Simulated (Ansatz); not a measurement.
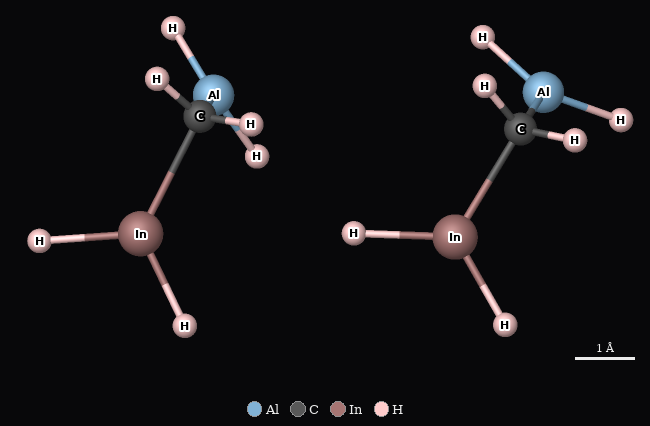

Two geometries of CH6AlIn, drawn at one scale. One is the start of a relaxation, the other its converged end. A ball-and-stick model, seen from a free direction.

These are results of RKS PBE0-D4/def2-TZVP (Ansatz), not measurements. (force threshold 0.005 eV/Å; at most 150 steps)

Question: Which one is relaxed?

Answer: The right one is the relaxed one. The start comes from GFN2-xTB. The largest move after the best rigid fit is that of an H atom, 0.92 Å. Largest moves by element: H 0.92 Å, C 0.29 Å, In 0.22 Å, Al 0.11 Å. Some distances before and after: C–In 2.248 → 2.157 Å, Al–H 1.548 → 1.590 Å, Al–C 1.965 → 1.929 Å, H–In 1.743 → 1.726 Å. Among the angles between lasting bonds that change: Al–C–In 98.3° → 115.9°, H–In–H 111.5° → 121.7°, Al–C–H 120.2° → 110.2°. Groups turn about Al–C by about 30°. After 16 accepted moves (17 points after the start) the energy has fallen by 22.2 kJ/mol. Largest force component: 0.81 eV/Å at the start, 0.0019 eV/Å at the end. The line search rejected the trial step at point 5 of the run. The forces were under the threshold at step 11, but the run went on from there.
